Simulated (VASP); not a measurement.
Band structure of Ti (hcp). Method: optB86b-vdW, VASP's PBE PAW potentials (set 64) (plane waves; VASP).

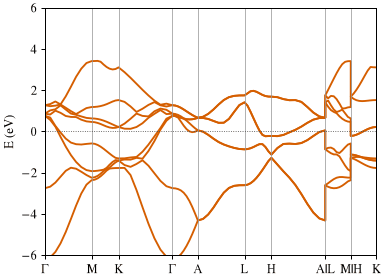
Bands along high-symmetry lines, zero at the valence-band maximum or, without a gap, the Fermi level

Question: Read the plot: is there a gap, and where are the band edges?

Answer: It has no gap at this level: it comes out as a metal or semimetal. (Edges off the drawn lines would not show.)

The compound is Ti in the hcp structure. It was relaxed first.
